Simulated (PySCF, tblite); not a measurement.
# B3FH5N3: dynamics, then NMR shifts on frames

Aim: move B3FH5N3 (`FB1NBNBN1`) away from its starting geometry and see how NMR shifts follow the geometry.

Programs: tblite 0.8.0 and PySCF 2.14.0, with density-fitted response routines of our own. Each step states its level of theory. These are calculated values for one molecule in the gas phase, unless marked as measured. Atoms count from 0, in the outputs and in this text.

**1. The starting structure**

12 atoms, charge 0, multiplicity 1; geometry from: GFN2-xTB.

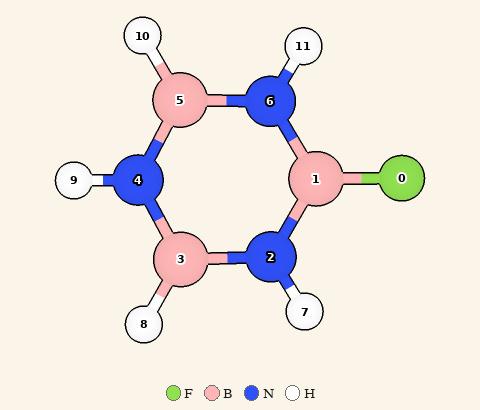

The starting geometry (fluorine green, boron pink, nitrogen blue, hydrogen white), atoms numbered.

**2. A short Langevin run with GFN2-xTB**

The job: settings as JSON, then the geometry in Å.

```
{"job": {"kind": "md", "xc": "GFN2-xTB", "basis": "xTB", "temperature": 600, "steps": 2000, "every": 50, "frames": 5}, "charge": 0, "multiplicity": 1}
F     -2.573200     0.559399     0.764069
B     -1.309803     0.284831     0.388928
N     -0.833317    -1.045555     0.407899
B      0.492344    -1.365062     0.017569
N      1.314037    -0.285740    -0.394084
B      0.886573     1.065331    -0.432412
N     -0.448634     1.324162    -0.029980
H     -1.460361    -1.775429     0.708063
H      0.881609    -2.470093     0.036992
H      2.260174    -0.491598    -0.676234
H      1.595848     1.931756    -0.777504
H     -0.804073     2.267311    -0.039334
```

Method: GFN2-xTB Langevin dynamics, gas phase.

Started as:

```bash
$ OMP_NUM_THREADS=1 python probes_run.py task.json out
```

One launch serves the whole session: the jobs run in the order shown.

The program printed:

```text
t/fs     T/K      E/eV
    0.0   523.0   -544.27324
   25.0   467.5   -543.66694
   50.0   644.1   -543.47503
   75.0   773.7   -543.74489
  100.0   596.6   -543.71165
  125.0   549.9   -543.53123
  150.0   417.5   -543.38960
  175.0   637.5   -543.70227
  200.0   593.7   -543.65327
  225.0   516.4   -543.41689
  250.0   512.7   -543.40425
  275.0   424.9   -543.39246
  300.0   504.0   -543.32479
  325.0   657.6   -543.48749
  350.0   526.5   -543.45590
  375.0   518.4   -543.46753
  400.0   506.6   -543.37257
  425.0   483.5   -543.43132
  450.0   591.6   -543.04105
  475.0   814.1   -543.35357
  500.0   756.0   -543.36912
  525.0   682.0   -543.28740
  550.0   553.1   -543.44445
  575.0   545.3   -543.68659
  600.0   567.5   -543.62117
  625.0   716.9   -543.70255
  650.0   590.9   -543.45759
  675.0   597.9   -543.22040
  700.0   844.6   -543.28574
  725.0   665.0   -542.89540
  750.0   837.0   -543.28956
  775.0   616.7   -543.12662
  800.0   696.0   -543.58487
  825.0   614.8   -543.41675
  850.0   501.5   -543.55465
  875.0   601.9   -543.48603
  900.0   581.4   -543.60418
  925.0   612.3   -543.68109
  950.0   447.1   -543.13164
  975.0   546.9   -543.37046
 1000.0   473.3   -543.40868
```

Run time: 28 s. Hardware: 1 thread of AMD EPYC, shared host.

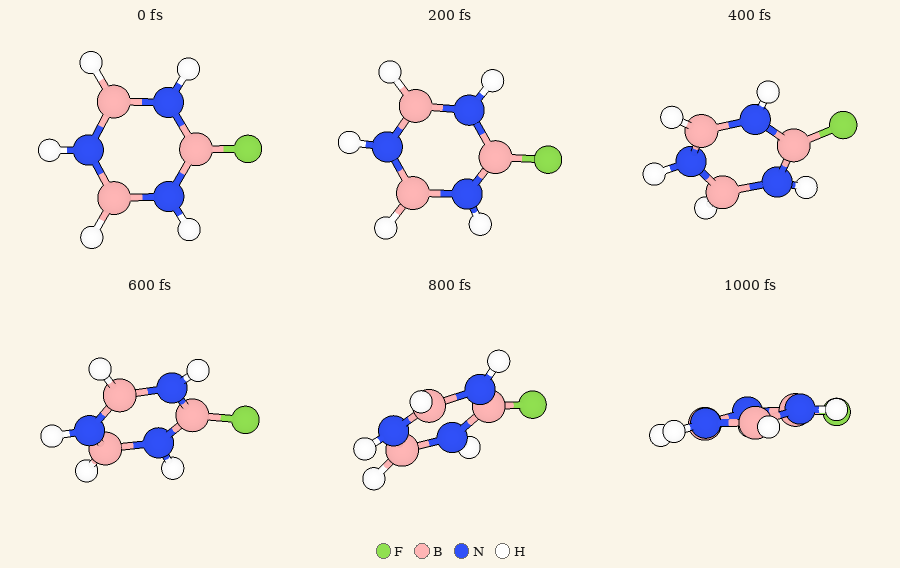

Frames of the run.

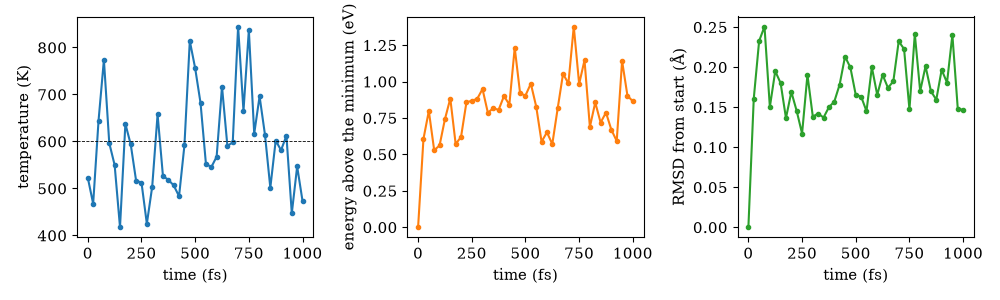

Temperature, potential energy and distance from the start.

Positions (Å) and forces (eV/Å) at 1000 fs:

```xyz
12

F    -2.695    0.343    2.520   -0.114    0.046   -0.834
B    -1.882    0.102    1.425    0.534    0.655    3.973
N    -0.534   -0.119    1.817    0.154   -1.344   -1.835
B     0.265   -0.715    0.790    2.571   -0.583    0.043
N    -0.100   -0.837   -0.608   -1.102   -0.004    0.791
B    -1.469   -0.635   -0.878   -1.839    1.234   -0.765
N    -2.310    0.018    0.162   -0.403   -1.160   -3.108
H    -0.417   -0.375    2.776    0.476    0.329    0.305
H     1.423   -1.181    1.026   -1.365    0.619    0.051
H     0.509   -1.259   -1.314   -0.288    0.310    0.671
H    -2.106   -0.793   -1.944    1.097   -0.086    1.035
H    -3.305    0.149    0.015    0.279   -0.015   -0.327
```

**3. NMR shieldings: 250 fs, PBE0/pcSseg-1**

The job: settings as JSON, then the geometry in Å.

```
{"job": {"kind": "nmr", "xc": "PBE0", "basis": "pcSseg-1", "pop": false}, "charge": 0, "multiplicity": 1}
F     -3.259300     0.737400     0.696900
B     -1.950600     0.498500     0.467500
N     -1.303000    -0.624200     1.285200
B      0.016900    -0.700400     1.338200
N      0.836900     0.213400     0.420400
B      0.286000     1.182400    -0.458800
N     -1.102500     1.298800    -0.397700
H     -1.875200    -0.943900     2.071100
H      0.610500    -1.424600     2.044000
H      1.831300     0.104300     0.504700
H      0.942800     1.728000    -1.147800
H     -1.422300     2.151700    -0.882900
```

Method: GIAO PBE0/pcSseg-1 NMR shielding, non-relativistic, gas phase.

The program printed:

```text
coarse grid: 10632 points
cycle   1  E = -341.4000719418  dE =  9.436e-01  |g| = 6.679e-01  |ddm| = 3.033e+00
cycle   2  E = -341.3484956173  dE =  5.158e-02  |g| = 8.782e-01  |ddm| = 9.628e-01
cycle   3  E = -341.4906601943  dE = -1.422e-01  |g| = 6.120e-02  |ddm| = 5.468e-01
cycle   4  E = -341.4912281922  dE = -5.680e-04  |g| = 3.578e-02  |ddm| = 5.472e-02
cycle   5  E = -341.4914771585  dE = -2.490e-04  |g| = 9.371e-03  |ddm| = 2.335e-02
cycle   6  E = -341.4914965312  dE = -1.937e-05  |g| = 1.437e-03  |ddm| = 7.013e-03
cycle   7  E = -341.4914969864  dE = -4.552e-07  |g| = 3.106e-04  |ddm| = 1.225e-03
final grid: 105064 points
cycle   8  E = -341.5234596616  dE = -4.425e-05  |g| = 7.999e-03  |ddm| = 2.037e-02
cycle   9  E = -341.5234492235  dE =  1.044e-05  |g| = 1.083e-02  |ddm| = 1.211e-02
cycle  10  E = -341.5234733386  dE = -2.412e-05  |g| = 7.812e-04  |ddm| = 6.578e-03
cycle  11  E = -341.5234734427  dE = -1.040e-07  |g| = 3.377e-04  |ddm| = 6.635e-04
cycle  12  E = -341.5234734617  dE = -1.906e-08  |g| = 7.374e-05  |ddm| = 2.088e-04
cycle  13  E = -341.5234734629  dE = -1.142e-09  |g| = 2.029e-05  |ddm| = 5.997e-05
cycle  14  E = -341.5234734630  dE = -7.435e-11  |g| = 8.663e-06  |ddm| = 1.608e-05
converged SCF energy = -341.5234734630

GIAO shielding tensors (ppm)
atom      isotropic    diamagn.    paramagn.     s11        s22        s33       span
  0 F      294.350     465.196    -170.846    179.153    303.668    400.230    221.077
  1 B       75.714     193.752    -118.038     56.744     80.319     90.079     33.335
  2 N      134.426     322.850    -188.423     33.100    157.854    212.325    179.225
  3 B       71.066     196.293    -125.227     36.279     66.403    110.517     74.238
  4 N      119.152     324.114    -204.962    -30.354    160.632    227.178    257.532
  5 B       72.660     197.684    -125.023     42.962     58.698    116.320     73.358
  6 N      148.654     323.232    -174.577     60.596    160.494    224.873    164.278
  7 H       26.140      28.569      -2.429     21.577     25.506     31.338      9.761
  8 H       26.960      30.309      -3.349     24.422     27.419     29.039      4.617
  9 H       26.400      32.819      -6.419     22.937     25.929     30.333      7.396
 10 H       27.871      32.617      -4.747     25.730     28.259     29.623      3.893
 11 H       26.263      28.379      -2.115     20.632     25.359     32.799     12.167
```

Wall time 31 s (1 thread of AMD EPYC, shared host); peak memory 0.7 GiB.

Shifts follow as δ = σ(reference) − σ, with reference shieldings (ppm) from runs at the same level and on the same kind of geometry: 1H TMS 31.72, 19F CFCl3 170.9, 15N NH3 267.7, 11B BF3·OEt2 100.1. The references are single molecules in the gas phase, so shifts against H2O, NH3, PH3, H3PO4 or CFCl3 are not on the usual liquid scales and can be off by tens of ppm. Each atom is listed at this fixed geometry, with no averaging over motion; a spectrum would average atoms that exchange fast.

```csv
atoms,environment,σ (ppm),δ (ppm)
H7,"hydrogen on a nitrogen bonded to 2 B, in a 6-membered ring",26.14,5.58
H11,"hydrogen on a nitrogen bonded to 2 B, in a 6-membered ring",26.26,5.45
H9,"hydrogen on a nitrogen bonded to 2 B, in a 6-membered ring",26.40,5.32
H8,"hydrogen on a boron bonded to 2 N, in a 6-membered ring",26.96,4.76
H10,"hydrogen on a boron bonded to 2 N, in a 6-membered ring",27.87,3.85
F0,fluorine bonded to B,294.4,-123.4
B3,"boron bonded to 2 N, H, in a 6-membered ring",71.1,29.0
B5,"boron bonded to 2 N, H, in a 6-membered ring",72.7,27.4
B1,"boron bonded to F, 2 N, in a 6-membered ring",75.7,24.4
N4,"nitrogen bonded to 2 B, H, in a 6-membered ring",119.2,148.6
N2,"nitrogen bonded to 2 B, H, in a 6-membered ring",134.4,133.3
N6,"nitrogen bonded to 2 B, H, in a 6-membered ring",148.7,119.1
```

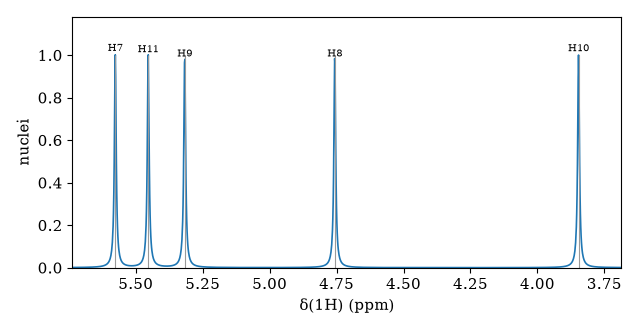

1H lines at the computed shifts, without couplings. Lines are broadened to a width of 0.01 ppm (Lorentzian).

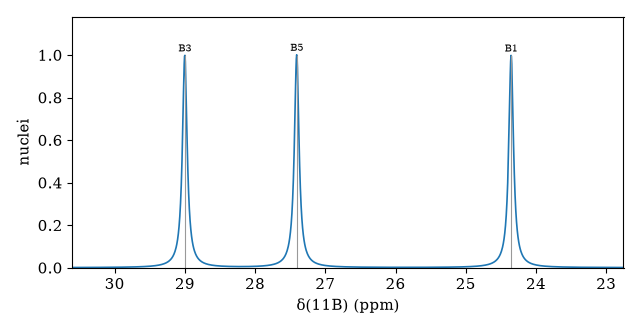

11B lines at the computed shifts, without couplings. Lines are broadened to a width of 0.08 ppm (Lorentzian).

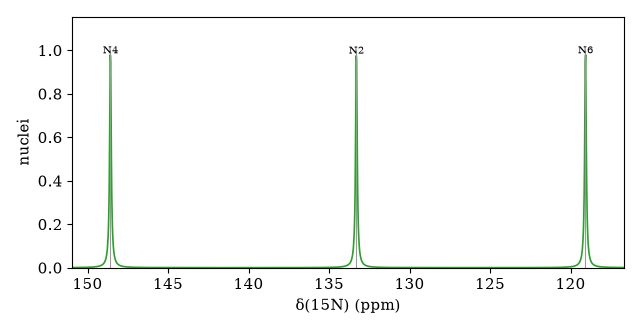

15N lines at the computed shifts, without couplings. Lines are broadened to a width of 0.12 ppm (Lorentzian).

Ring of atoms B1, N2, B3, N4, B5, N6: NICS(0) -2.8, NICS(1) -2.8, NICS(1)zz -3.6 ppm (means of both faces).

**4. Shielding tensors: 425 fs, PBE0/pcSseg-1**

The job: settings as JSON, then the geometry in Å.

```
{"job": {"kind": "nmr", "xc": "PBE0", "basis": "pcSseg-1", "pop": false}, "charge": 0, "multiplicity": 1}
F     -3.106800     1.121300     1.087000
B     -2.034600     0.459500     0.790100
N     -1.688900    -0.494700     1.682700
B     -0.286800    -0.785700     1.730600
N      0.498600    -0.563000     0.488600
B      0.002800     0.224300    -0.532500
N     -1.378400     0.734500    -0.430500
H     -2.371600    -0.798900     2.363100
H      0.102700    -1.527200     2.578200
H      1.420400    -0.971600     0.534400
H      0.588500     0.623600    -1.514900
H     -1.706600     1.351100    -1.207300
```

Level: GIAO PBE0/pcSseg-1 NMR shielding, non-relativistic, gas phase.

The program printed:

```text
coarse grid: 10632 points
cycle   1  E = -341.4037169483  dE =  1.085e+00  |g| = 6.597e-01  |ddm| = 3.052e+00
cycle   2  E = -341.3648672620  dE =  3.885e-02  |g| = 8.353e-01  |ddm| = 9.489e-01
cycle   3  E = -341.4889050457  dE = -1.240e-01  |g| = 4.134e-02  |ddm| = 5.379e-01
cycle   4  E = -341.4892475191  dE = -3.425e-04  |g| = 1.993e-02  |ddm| = 4.610e-02
cycle   5  E = -341.4893411649  dE = -9.365e-05  |g| = 3.913e-03  |ddm| = 1.661e-02
cycle   6  E = -341.4893432545  dE = -2.090e-06  |g| = 2.273e-03  |ddm| = 3.491e-03
final grid: 105064 points
cycle   7  E = -341.5238964324  dE = -5.442e-05  |g| = 8.394e-03  |ddm| = 2.098e-02
cycle   8  E = -341.5238856927  dE =  1.074e-05  |g| = 1.121e-02  |ddm| = 1.184e-02
cycle   9  E = -341.5239111127  dE = -2.542e-05  |g| = 6.753e-04  |ddm| = 6.407e-03
cycle  10  E = -341.5239111827  dE = -6.999e-08  |g| = 3.056e-04  |ddm| = 6.041e-04
cycle  11  E = -341.5239111961  dE = -1.341e-08  |g| = 6.423e-05  |ddm| = 1.771e-04
cycle  12  E = -341.5239111969  dE = -8.405e-10  |g| = 2.041e-05  |ddm| = 5.555e-05
converged SCF energy = -341.5239111969

GIAO shielding tensors (ppm)
atom      isotropic    diamagn.    paramagn.     s11        s22        s33       span
  0 F      288.894     464.916    -176.022    192.484    276.945    397.253    204.769
  1 B       79.297     191.185    -111.888     58.017     86.771     93.104     35.087
  2 N      139.494     324.515    -185.021     23.132    168.993    226.356    203.224
  3 B       66.670     194.116    -127.446     37.527     52.050    110.433     72.906
  4 N      130.027     324.032    -194.004     -5.586    159.719    235.949    241.535
  5 B       70.635     196.039    -125.404     44.503     56.153    111.251     66.748
  6 N      140.900     325.577    -184.678     34.290    173.325    215.084    180.794
  7 H       26.091      29.243      -3.152     22.020     25.579     30.673      8.652
  8 H       26.591      28.767      -2.176     24.246     26.657     28.869      4.622
  9 H       25.818      32.074      -6.256     21.810     24.947     30.695      8.885
 10 H       26.380      30.410      -4.030     23.698     25.873     29.570      5.872
 11 H       25.630      29.707      -4.076     21.184     24.776     30.931      9.747
```

Run time: 30 s. Hardware: 1 thread of AMD EPYC, shared host; peak memory 0.72 GiB.

Key values: δ F0 -117.9, B3 33.4, B5 29.4, B1 20.8, H11 6.09, H9 5.90 ppm.

(Part 1 of 2 ends here.)
